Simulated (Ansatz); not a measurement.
A series of calculations on C$_{2}$H$_{7}$ClOSi$_{2}$

### Relaxation

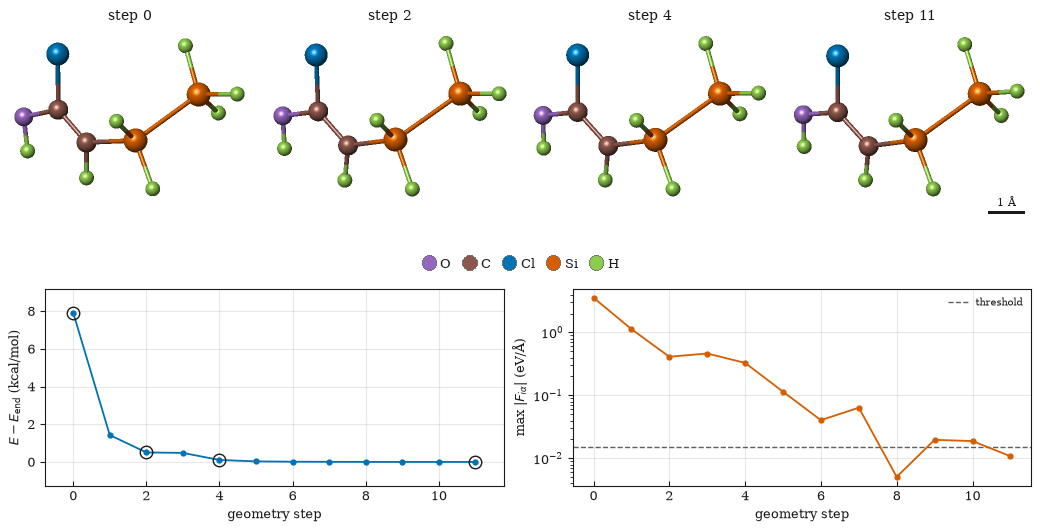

Frames of a relaxation of C2H7ClOSi2, marked on the history of the run. A ball-and-stick model, seen at a tilt.

The run prepares an end point of a later path (torsion) calculation, from a guessed geometry.

Theory: RKS r2SCAN/6-31G* (Ansatz). (no spin polarisation; force threshold 0.015 eV/Å; at most 40 steps)

Describe the path.

The atom that moves furthest after the best rigid fit is an H atom (0.17 Å). Largest moves by element: H 0.17 Å, C 0.12 Å, O 0.10 Å, Cl 0.07 Å, Si 0.04 Å. Near-neighbour distances that change, for instance: C–O 1.411 → 1.350 Å, C–C 1.288 → 1.345 Å, H–Si 1.446 → 1.490 Å, H–Si 1.534 → 1.492 Å. Among the angles between lasting bonds that change: Si–C–H 108.2° → 118.3°, C–C–H 121.0° → 115.8°, O–C–C 123.3° → 128.2°. After 11 geometry steps the energy has fallen by 7.92 kcal/mol. Largest force component: 3.6 eV/Å at the start, 0.011 eV/Å at the end. The run took 81 s on 2 threads of Arm Neoverse V1, with other jobs on the host, peak memory 0.2 GiB. From step 0 to 2: an H atom moves most (0.11 Å), energy −7.42 kcal/mol. From step 2 to 4: the Cl atom moves most (0.04 Å), energy −0.40 kcal/mol. From step 4 to 11: an H atom moves most (0.10 Å), energy −0.11 kcal/mol.

| step | E − E(0), kcal/mol | largest force component, eV/Å |
| --- | --- | --- |
| 0 | 0.00 | 3.5655 |
| 1 | -6.49 | 1.1317 |
| 2 | -7.42 | 0.4120 |
| 3 | -7.44 | 0.4636 |
| 4 | -7.82 | 0.3291 |
| 5 | -7.89 | 0.1150 |
| 6 | -7.91 | 0.0405 |
| 7 | -7.92 | 0.0640 |
| 8 | -7.92 | 0.0051 |
| 9 | -7.92 | 0.0197 |
| 10 | -7.92 | 0.0189 |
| 11 | -7.92 | 0.0108 |

### Relaxation

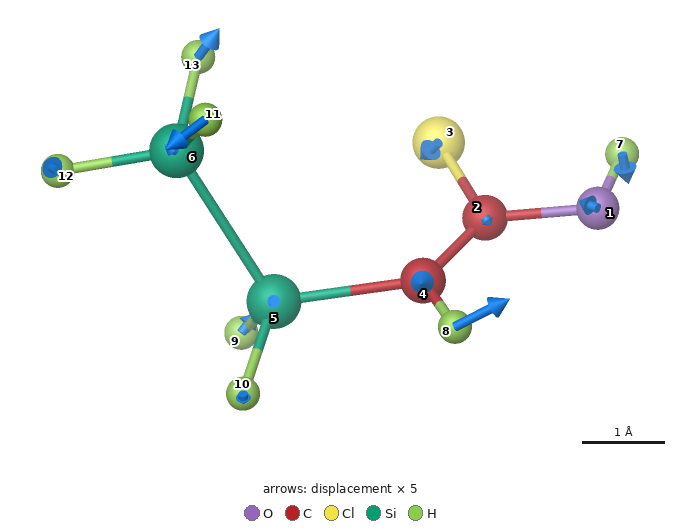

This is a relaxation of C2H7ClOSi2. The starting structure is drawn; blue arrows show the displacements, magnified 5 times. The two geometries are superimposed by the best rigid fit.

A ball-and-stick model, seen at a tilt.

The run prepares an end point of a later path (torsion) calculation, from a guessed geometry.

Computed with RKS r2SCAN/6-31G* (Ansatz). (no spin polarisation; force threshold 0.015 eV/Å; at most 40 steps)

> Atoms of which element are displaced furthest, and by how much?

Hydrogen: up to 0.16 Å, against 0.09 Å for carbon.

> What did the optimiser do to the structure, and how much energy did it gain?

The atom that moves furthest after the best rigid fit is H8 (0.16 Å). Largest moves by element: H 0.16 Å, C 0.09 Å, Cl 0.09 Å, O 0.06 Å, Si 0.04 Å. Some distances before and after: O1–C2 1.411 → 1.348 Å, C2–Cl3 1.706 → 1.765 Å, C2–C4 1.288 → 1.340 Å, Si6–H13 1.446 → 1.491 Å. Bond angles that change, for instance: Si5–C4–H8 108.2° → 119.8°, C2–C4–H8 121.0° → 113.8°, C2–O1–H7 104.1° → 109.8°. After 8 accepted moves (9 points after the start) the energy has fallen by 0.333 eV. The largest force component goes from 3.8 to 0.013 eV/Å. The line search rejected the trial step at point 8 of the run. The run took 68 s on 2 threads of Arm Neoverse V1 (shared host), peak memory 0.2 GiB.

### Path

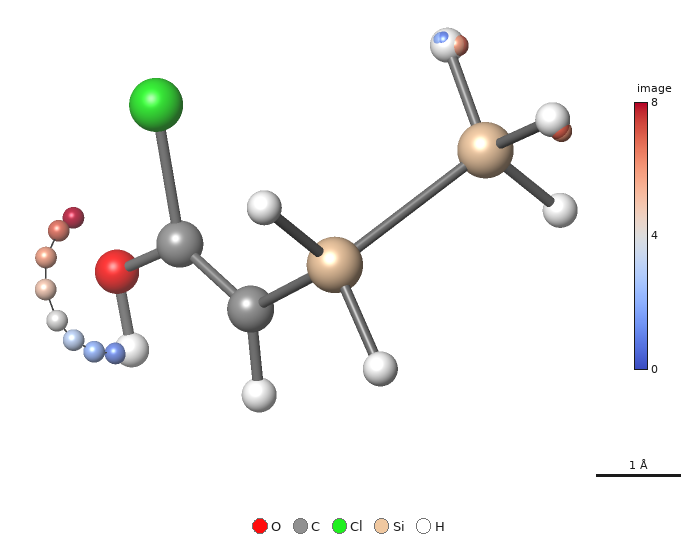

A nudged-elastic-band calculation for C2H7ClOSi2. Images are numbered from 0 (start) to 8 (end). The start is drawn whole; smaller spheres mark the moving atoms (H) in the later images, joined by lines and coloured by the number of the image. Style: ball-and-stick. Shown from a free direction.

Computed with RKS r2SCAN/6-31G* (Ansatz 0.2.0). Set-up: 7 movable images; climbing image; force threshold 0.05 eV/Å; iteration limit 36; starting path through a guess of the saddle point.

> Describe the path and its energy.

The motion is a rotation about the C–O bond by about 180°. No bond forms or breaks between the ends. Bond angles that change up to the highest image, for instance: O–C–Cl 109.2° → 112.4°, O–C–C 128.2° → 126.2°. The energy climbs by 0.161 eV to image 4 and then falls by 0.194 eV, so the end point sits at −0.033 eV. The band is converged.

Cost: 6.7 min on 2 threads of Arm Neoverse V1, on a shared host, peak memory 0.21 GiB.
